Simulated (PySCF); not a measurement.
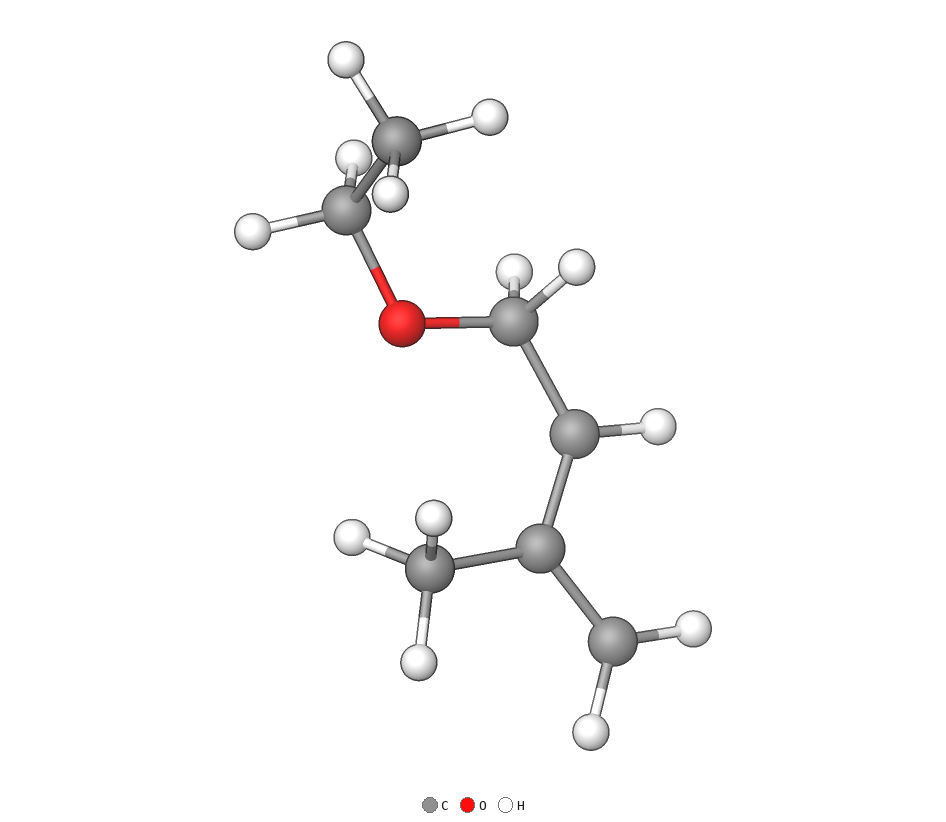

Rendered structure (ball-and-stick style). Every bond is drawn as one stick, whatever its order.

State: charge +1, singlet. Computed geometry: GFN2-xTB optimisation. No frequency run is at hand to confirm it as a minimum.

What is the molecular formula?

Answer. C₇H₁₃O⁺, 21 atoms: 7 carbon, 13 hydrogen and 1 oxygen.

Name functional groups in it.

Answer. Among them: ether, alkene.

Write the SMILES.

Answer. C=C(C)[CH+]COCC

How many bonds of each kind are drawn?

Answer. 13 C–H, 5 C–C, 2 C–O.

The parts below concern this one geometry. Atoms keep their numbers from picture to picture.

### Geometry

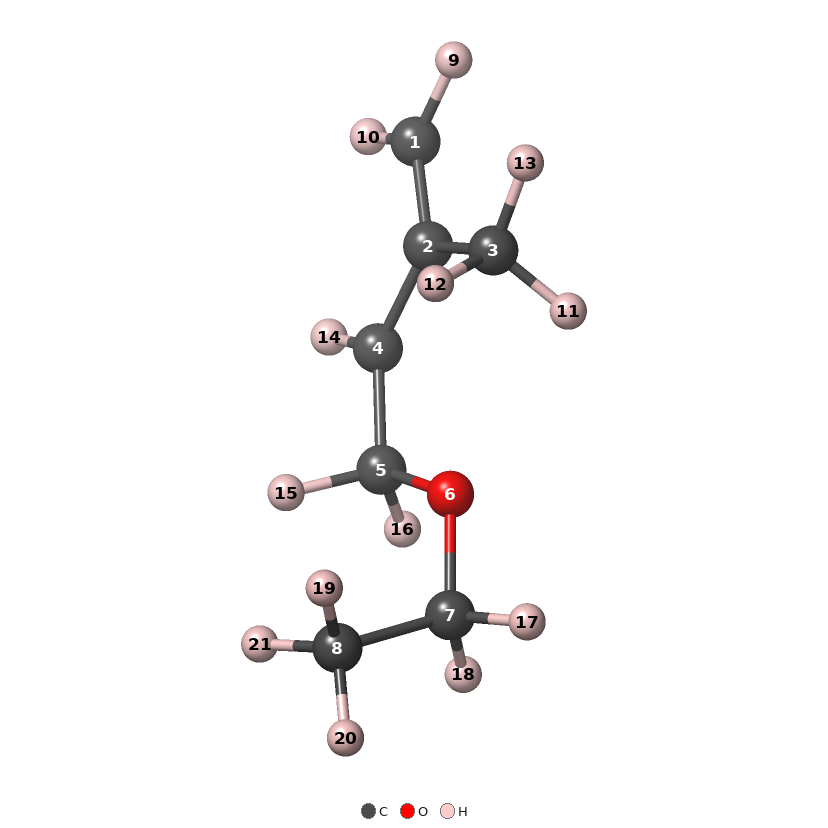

Numbered structure. No frequency run is at hand to confirm it as a minimum.

Estimate the angles C1–C2–C3, C1–C2–C4, C2–C3–H12, C4–C5–H15, C5–C4–H14, C5–O6–C7, O6–C5–H15, O6–C5–H16, O6–C7–C8, O6–C7–H18, C7–C8–H20, C7–C8–H21.

```
    angle  degrees
 C1–C2–C3    121.2
 C1–C2–C4    116.9
C2–C3–H12    110.3
C4–C5–H15    104.5
C5–C4–H14    114.0
 C5–O6–C7    115.6
O6–C5–H15    110.9
O6–C5–H16    112.0
 O6–C7–C8    112.5
O6–C7–H18    110.0
C7–C8–H20    109.3
C7–C8–H21    111.2
```

### Quadrupole coupling

No frequency run is at hand to confirm it as a minimum. Electric field gradients from the ground-state density, PBE0/pcSseg-1 (PySCF 2.14.0), non-relativistic apart from any core potentials.

Give the largest field-gradient component, the quadrupole coupling constant and the asymmetry for 17O at O6 (Q = −25.6 mb).

```tsv
atom	V_zz (a.u.)	e²qQ/h (MHz)	η
O6	2.043	−12.29	0.83
```

### Electronic properties

No frequency run is at hand to confirm it as a minimum. Method: PBE0/pcSseg-1, gas phase (PySCF 2.14.0).

What is the LUMO energy (Kohn–Sham orbital)?

Answer. −8.80 eV.

What is the HOMO energy (Kohn–Sham orbital)?

Answer. −11.94 eV.

### Charges

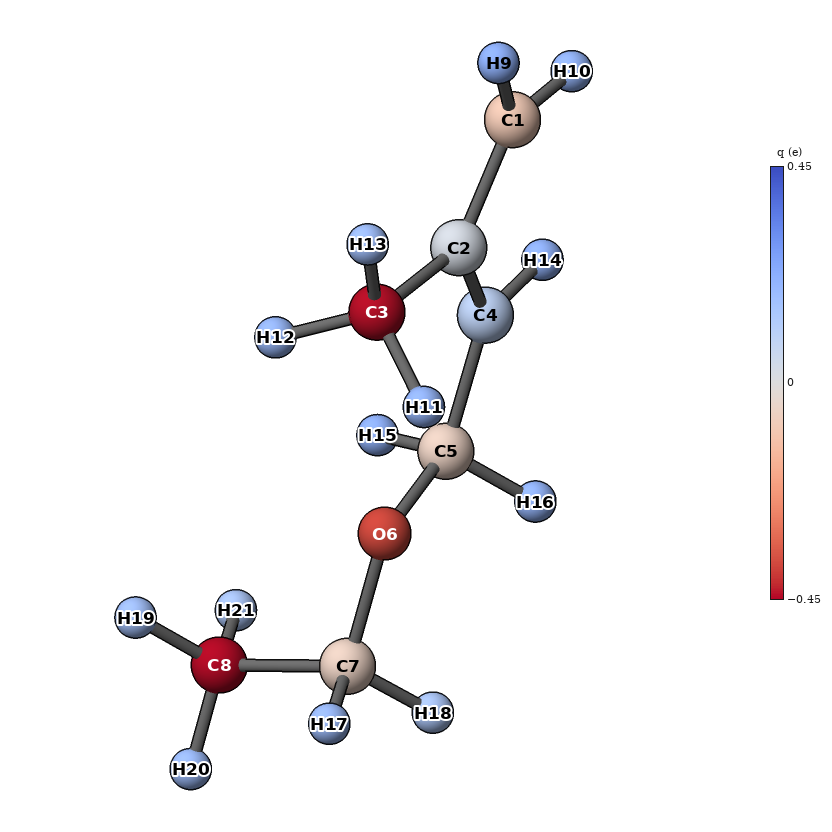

Atoms are coloured by their IAO charges. No frequency run is at hand to confirm it as a minimum. Method: PBE0/pcSseg-1, gas phase (PySCF 2.14.0).

Which atom carries the highest charge (most positive or least negative)?

Answer. H9 (0.21 e).

And the lowest?

Answer. C3, C8 (−0.44 e).

List the IAO charges.

```json
{"atom": "C1", "value (e)": "−0.09"}
{"atom": "C2", "value (e)": "0.02"}
{"atom": "C3", "value (e)": "−0.44"}
{"atom": "C4", "value (e)": "0.09"}
{"atom": "C5", "value (e)": "−0.06"}
{"atom": "O6", "value (e)": "−0.37"}
{"atom": "C7", "value (e)": "−0.06"}
{"atom": "C8", "value (e)": "−0.44"}
{"atom": "H9", "value (e)": "0.21"}
{"atom": "H10", "value (e)": "0.20"}
{"atom": "H11", "value (e)": "0.19"}
{"atom": "H12", "value (e)": "0.19"}
{"atom": "H13", "value (e)": "0.17"}
{"atom": "H14", "value (e)": "0.20"}
{"atom": "H15", "value (e)": "0.20"}
{"atom": "H16", "value (e)": "0.20"}
{"atom": "H17", "value (e)": "0.18"}
{"atom": "H18", "value (e)": "0.13"}
{"atom": "H19", "value (e)": "0.16"}
{"atom": "H20", "value (e)": "0.18"}
{"atom": "H21", "value (e)": "0.14"}
```

### NMR shielding

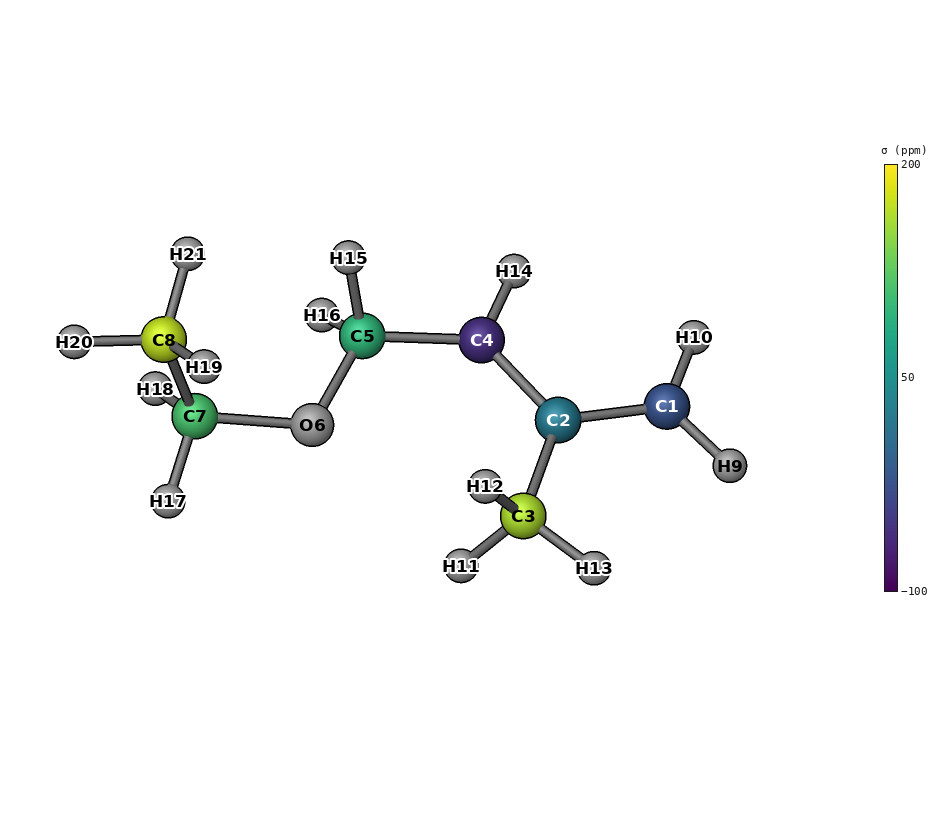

Atoms are coloured by their isotropic NMR shieldings (C only, the others grey). No frequency run is at hand to confirm it as a minimum. Level of theory: GIAO PBE0/pcSseg-1 NMR shielding, non-relativistic, gas phase (PySCF 2.14.0).

Which C atom is the most shielded (lowest chemical shift)?

Answer. C8 (171.8 ppm).

Which C atom is the least shielded (highest chemical shift)?

Answer. C4 (−57.8 ppm).

How wide is the range of C shifts?

Answer. 229.6 ppm.

Give the isotropic NMR shieldings of the C atoms atom by atom.

| atom | σ (ppm) |
| --- | --- |
| C1 | −22.1 |
| C2 | 22.3 |
| C3 | 163.5 |
| C4 | −57.8 |
| C5 | 98.0 |
| C7 | 114.0 |
| C8 | 171.8 |
